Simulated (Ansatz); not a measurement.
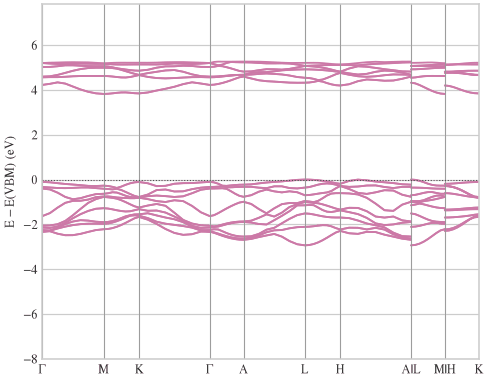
Figure. Band structure from the program Ansatz at the PBE with spin–orbit coupling level (PAW)

### Question
Read off the gap and where the band edges lie.

### Answer
About 3.8 eV (3.82 eV by a search for the band edges); maximum at L, minimum at M.

The material is La2O3 (La2O3 or Ni2Al3 type, P-3m1).

The PBE relaxation kept the symmetry of its start; phonons on a q-mesh show no instability.

Potentials: the later of the program's two PAW sets.
